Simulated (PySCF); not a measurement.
## A study: C₃H₆O, SMILES `C=CCO`

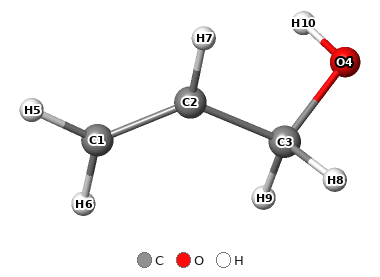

The molecule, with its atoms numbered as below. No frequency check shows the geometry to be a minimum.

Coordinates in Å:

```
C1      -1.8210   -0.0408   -0.2145
C2      -0.6595    0.3329    0.2871
C3       0.5903   -0.4957    0.2363
O4       1.7148    0.2426   -0.1938
H5      -2.6966    0.5826   -0.1532
H6      -1.9478   -0.9970   -0.6962
H7      -0.5404    1.2961    0.7652
H8       0.8453   -0.8389    1.2448
H9       0.4364   -1.3778   -0.4019
H10      1.5251    0.6153   -1.0618
```

Part 1: Bonding charge

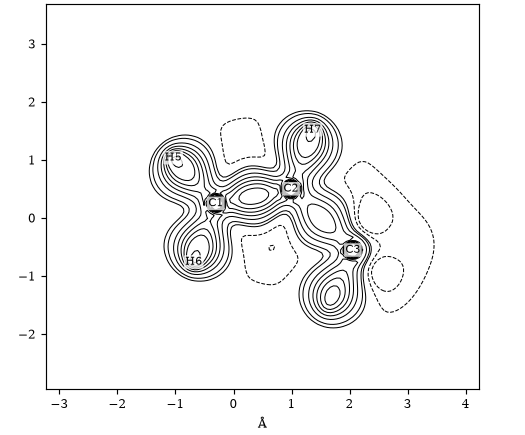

Deformation density (molecule less spherical, spin-averaged free atoms) in the plane of C1, C2, C3, H5, H6 and H7; contours at ±0.05 to ±0.8 e/Å³; solid lines: gain, dashed lines: loss.

Method: PBE/def2-SVPD; geometry: GFN2-xTB; program: PySCF.

Question: Describe the bonding that the map shows.

Answer: C1–C2: +0.69 e/Å³ at the bond critical point (bond length 1.32 Å). C1–H5: +0.68 e/Å³ at the bond critical point (bond length 1.08 Å). C2–H7: +0.68 e/Å³ at the bond critical point (bond length 1.08 Å). C1–H6: +0.68 e/Å³ at the bond critical point (bond length 1.08 Å). C2–C3: +0.49 e/Å³ at the bond critical point (bond length 1.50 Å). In all, 2.1 electrons gather in the regions of gain relative to the promolecule.

Question: Where do the Hirshfeld charges lie?

Answer: The highest Hirshfeld charge is on H10 (+0.14 e), the lowest on O4 (−0.22 e).

```tsv
atom	charge (e)
C1	−0.09
C2	−0.04
C3	+0.01
O4	−0.22
H5	+0.04
H6	+0.04
H7	+0.04
H8	+0.05
H9	+0.03
H10	+0.14
```

Part 2: Bond critical points

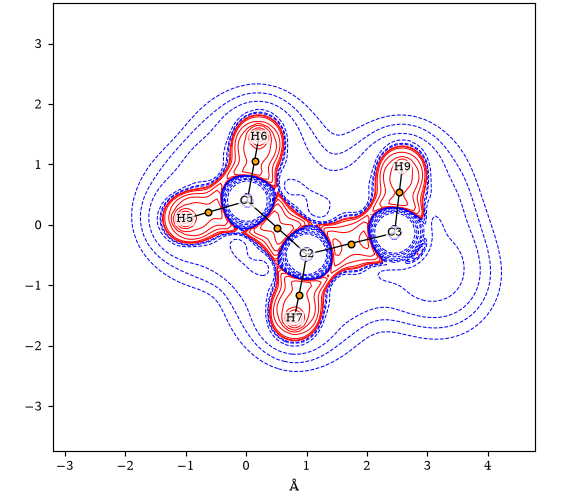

Negative Laplacian of the density (−∇²ρ) in the plane of C1, C2, C3, H5, H6, H7 and H9 (solid red lines positive, dashed blue lines negative, contours at ±0.02 to ±8 a.u.), with bond paths and bond critical points (dots).

Question: At which bond critical points in this plane is charge locally concentrated, and at which depleted?

Answer: Concentrated (∇²ρ < 0): C1–C2 (−0.91 a.u.); C1–H5 (−1.06 a.u.); C1–H6 (−1.05 a.u.); C2–H7 (−1.05 a.u.); C3–H9 (−1.00 a.u.); C2–C3 (−0.60 a.u.). At none is it depleted.

Question: Where along C2–H7 does the critical point lie?

Answer: 0.68 Å from C2 and 0.40 Å from H7.

Part 3: Local ionisation energy

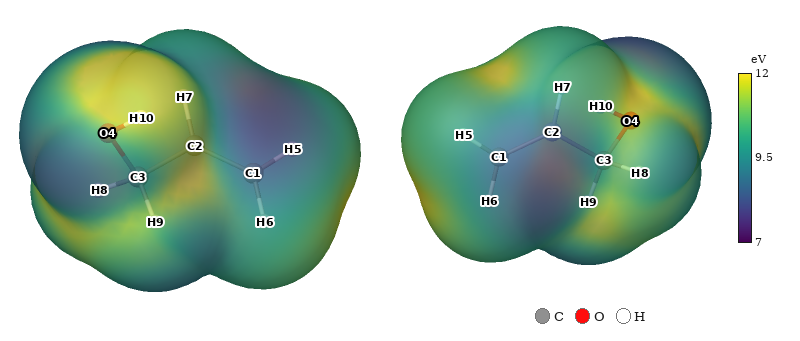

Average local ionisation energy on the surface of electron density 0.001 a.u. (back view left, front view right).

Question: Where are the most loosely bound electrons on this surface?

Answer: The lowest value is 7.6 eV, off the C1–C2 bond (2.2 to 2.3 Å from its atoms). Further minima include 8.1 eV, 1.9 Å from O4; 9.1 eV, 1.4 Å from H9; 9.7 eV, 1.4 Å from H8. For comparison, the highest occupied orbital lies at −6.3 eV.

Question: What volume does the surface enclose, and what is the dipole moment?

Answer: About 92 Å³; the dipole moment is 1.5 D.

Part 4: Excited states

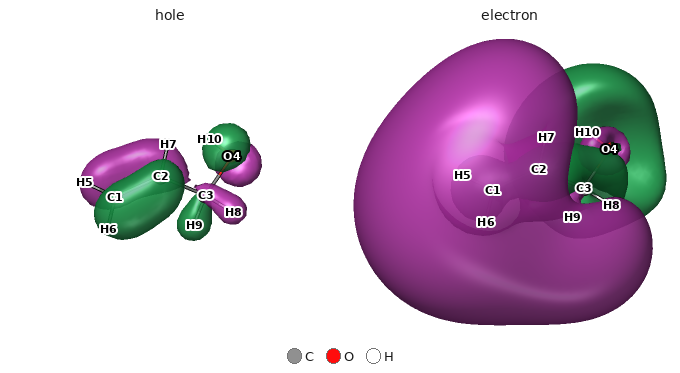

Leading natural transition orbital pair of S₃ (TDA singlet states); the surfaces enclose about 78 % of each orbital's density.

Computed with PySCF, PBE0/6-31+G*, geometry: GFN2-xTB.

Question: Give its energy and the atoms that hole and electron lie on.

Answer: 7.37 eV (168 nm), f = 0.026, diffuse (Rydberg-like) orbital; the leading pair carries 70 %; hole on O4 (28 %), C1 (26 %) and C2 (24 %), electron on C1 (26 %), C2 (16 %) and H5 (12 %) (atom shares of so diffuse an orbital are rough) (shares are of the whole state, not of the leading pair alone); their centroids lie 1.0 Å apart. In canonical orbitals it is mainly HOMO → LUMO+2 (63 %). The HOMO–LUMO gap is 7.56 eV.

Part 5: Removing or adding an electron

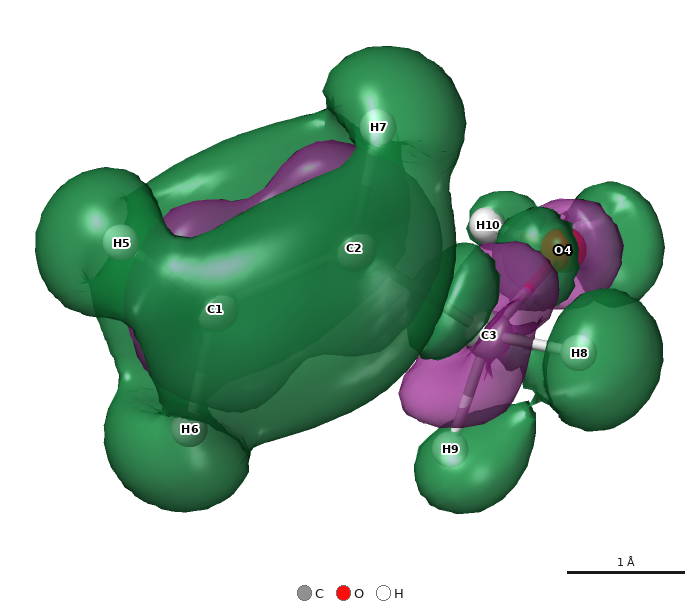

Fukui function f⁻ = ρ(N) − ρ(N−1) at fixed geometry, surfaces at ±0.02 e/Å³ (green positive, purple negative).

PySCF calculation, HF/def2-SVPD, gas phase; geometry: GFN2-xTB.

Question: Which atoms respond most to the removal of an electron?

Answer: f⁻ (Hirshfeld-condensed) is largest on C1 (0.29) and C2 (0.26); the vertical ionisation energy is 8.93 eV (the stability of the cation's solution wasn't checked). Condensed values hint at sites of electrophilic attack but needn't mark the atom that reacts. Shares this close don't rank the sites. Orbital relaxation makes it negative in places (0.25 e in all).

```csv
atom,f⁻,charge
C1,+0.29,−0.10
C2,+0.26,−0.06
C3,+0.04,+0.02
O4,+0.06,−0.29
H5,+0.08,+0.05
H6,+0.08,+0.05
H7,+0.08,+0.06
H8,+0.05,+0.05
H9,+0.03,+0.04
H10,+0.02,+0.17
```

Part 6: Localised orbitals

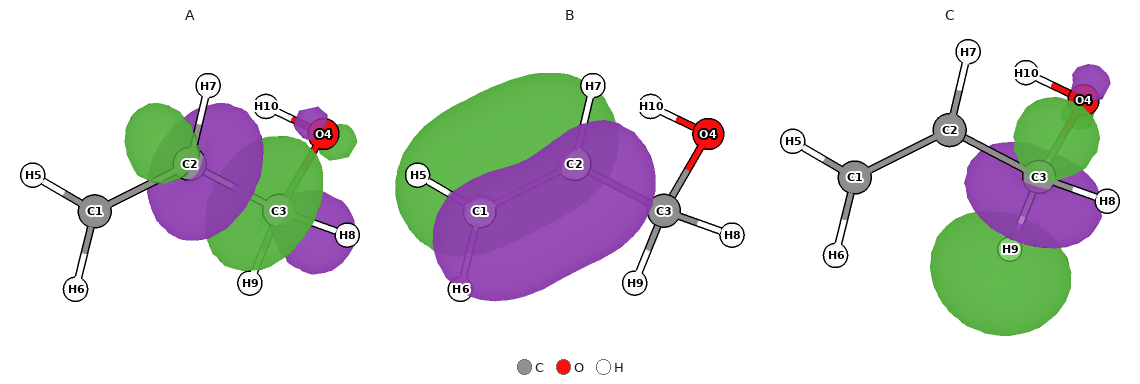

Intrinsic bond orbitals (IBO), occupied and valence-virtual; each surface holds about 80 % of the orbital's density. Energies are diagonal elements of the Fock matrix.

Method: PBE0/def2-SVP; geometry: GFN2-xTB; program: PySCF.

Question: Identify each orbital.

Answer: By panel:
- A: σ* orbital C3–C2 (C3 49 %, C2 49 %; 11.5 eV)
- B: π bond C1–C2 (C1 50 %, C2 48 %; −8.3 eV)
- C: σ* orbital H9–C3 (H9 56 %, C3 43 %; 9.8 eV)

The PySCF runs shown took 15 s, 93 s, 69 s and 7.4 s on 1 thread of Arm Neoverse V1 (shared host).
